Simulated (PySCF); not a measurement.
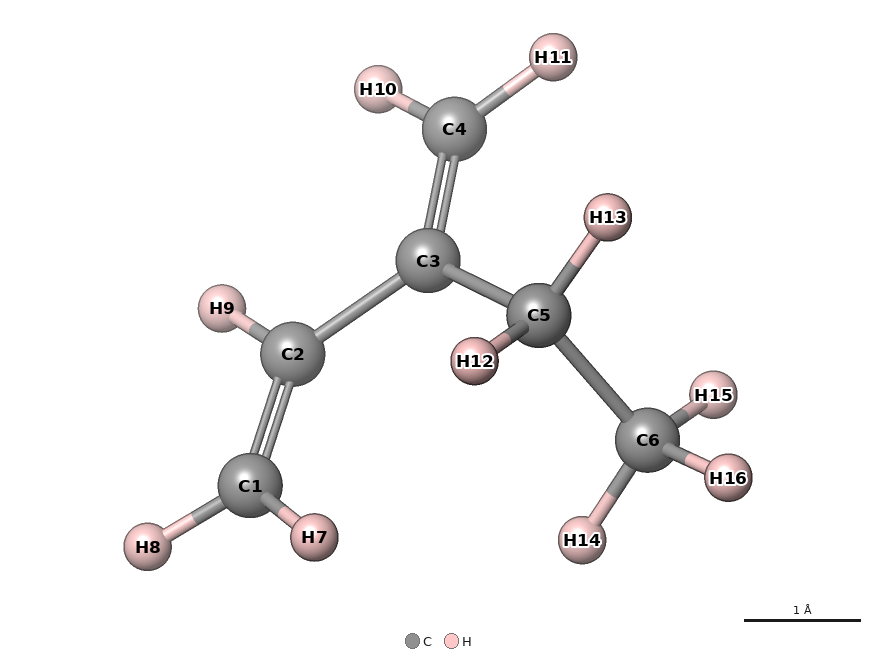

Orthographic view. Distant atoms are faded towards the background colour. Computed geometry: GFN2-xTB optimisation. No frequency run is at hand to confirm it as a minimum.

List the bonded neighbours of every atom.

C1: C2, H7, H8
C2: C1, C3, H9
C3: C2, C4, C5
C4: C3, H10, H11
C5: C3, C6, H12, H13
C6: C5, H14, H15, H16
(terminal hydrogens appear only as neighbours)
